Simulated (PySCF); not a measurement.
C₇H₁₃N, SMILES `C=C1CCCN(C)C1`.

PySCF calculation, PBE0/6-31G*, gas phase; geometry: GFN2-xTB. No frequency check shows the geometry to be a minimum. Without diffuse functions Rydberg states are missing, so the states' numbers hold for this basis only.

Geometry (Å), atoms numbered from 1:

```
C1      -2.2408    1.2680    0.3534
C2      -1.2687    0.5055   -0.1157
C3      -1.4224   -0.9613   -0.3862
C4      -0.3077   -1.7108    0.3434
C5       1.0487   -1.1402   -0.0547
N6       1.1179    0.2639    0.3008
C7       2.4384    0.8105    0.0919
C8       0.1074    1.0299   -0.4131
H9      -2.0991    2.3174    0.5495
H10     -3.2232    0.8740    0.5533
H11     -2.4023   -1.3145   -0.0629
H12     -1.3311   -1.1416   -1.4622
H13     -0.3451   -2.7756    0.1065
H14     -0.4374   -1.5877    1.4195
H15      1.8431   -1.6656    0.4824
H16      1.2118   -1.2933   -1.1397
H17      3.1563    0.2447    0.6845
H18      2.4530    1.8472    0.4259
H19      2.7536    0.7785   -0.9648
H20      0.2777    0.9846   -1.5090
H21      0.1873    2.0743   -0.1023
```

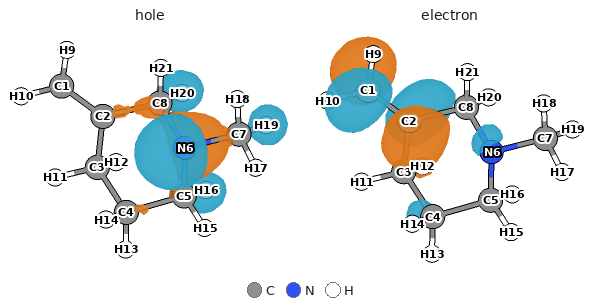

Leading natural transition orbital pair of S₁ (TDA singlet states); the surfaces enclose about 70 % of each orbital's density.

> What kind of excitation is it, and where does it lie?

5.74 eV (216 nm), f = 0.006, charge transfer, whose energy this functional puts too low; the leading pair carries 100 %; hole on N6 (56 %), C5, C7 and C8 (7 % each) and H16, H19 and H20 (5 % each), electron on C1 (35 %), C2 (31 %) and C8 (5 %); their centroids lie 2.6 Å apart. In canonical orbitals it is mainly HOMO → LUMO (99 %). The HOMO–LUMO gap is 6.94 eV.

Run time: 5.9 min on 1 thread of Intel(R) Xeon(R) Processor, with other jobs on the host, peak memory 0.86 GiB.
